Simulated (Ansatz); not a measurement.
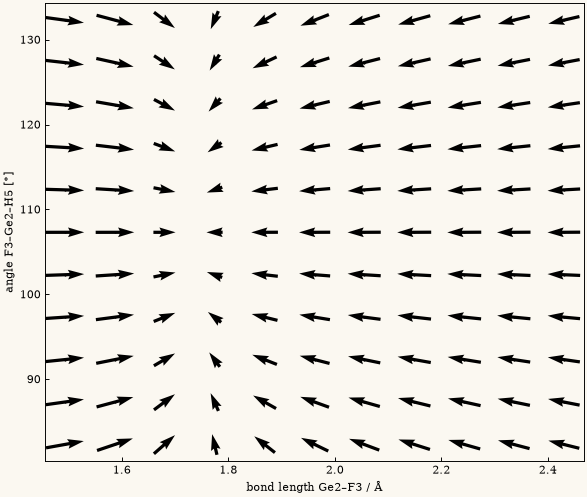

FGeH2O, SMILES [O][GeH2][F], spin multiplicity 2. Coordinates scanned: (1) bond length Ge2–F3; (2) angle F3–Ge2–H5. Nothing is relaxed (all other coordinates rigid). The grid has 11 × 11 points. Points are written as (first, second). Theory: UKS PBE0-D4/def2-SVP (Ansatz 0.2.0).

Drawn: dots at the grid points, arrows along the force (downhill), their lengths compressed.

> The arrows alone are given. Where is the energy lowest?

The arrows converge at about (1.736 Å, 107°) (read from the interpolated surface).

The energy map of the same scan:

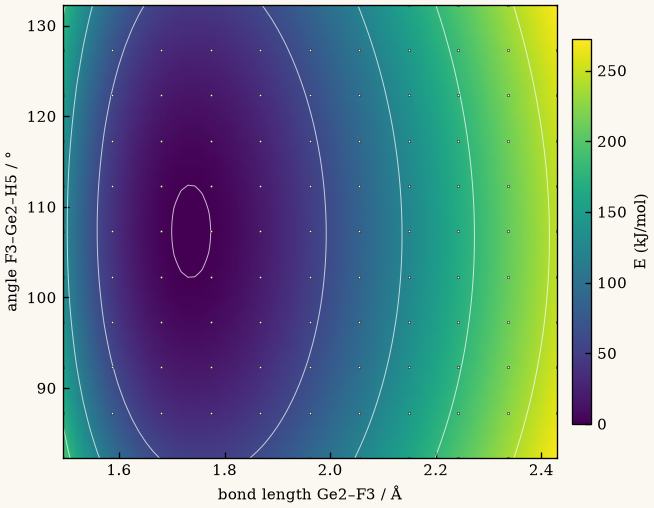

Energies are in kJ/mol, from the lowest grid point; between grid points the surface is interpolated.
